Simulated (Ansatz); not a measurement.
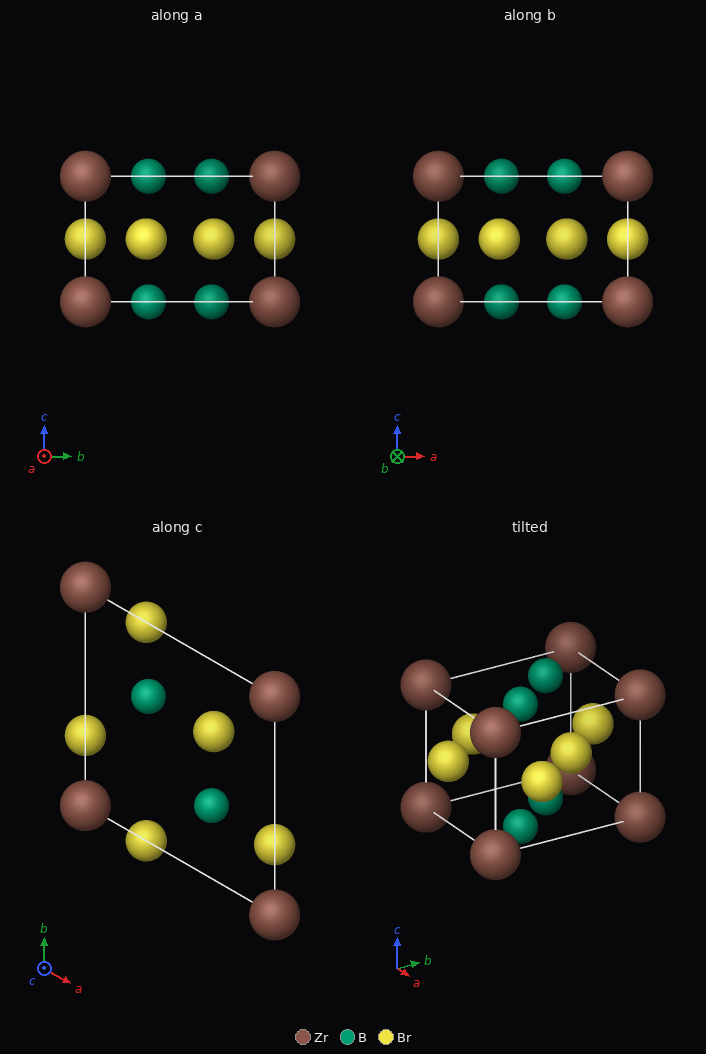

The figure gives a spheres-only picture of the atoms, viewed along the a axis, along the b axis, along the c axis and slightly off an axis. The conventional unit cell is drawn as a box.

Lattice parameters: a = 6.367 Å, b = 6.367 Å, c = 3.660 Å, α = 90.00°, β = 90.00°, γ = 120.00°.

Q: Put the structure into a table of Wyckoff sites, with free fractional coordinates to two decimals.

A: Space group P-62m (No. 189).
```json
{"atom": "Zr", "site": "1a", "x": "0.00", "y": "0.00", "z": "0.00"}
{"atom": "B", "site": "2c", "x": "0.6667", "y": "0.3333", "z": "0.00"}
{"atom": "Br", "site": "3g", "x": "0.00", "y": "0.32", "z": "0.50"}
```

Origin of the cell: a structure type filled with these elements by a generator (whether the compound takes this form wasn't checked). Relaxation method: DFT PBE, scalar-relativistic, plane waves, PAW in Ansatz 0.2.0.
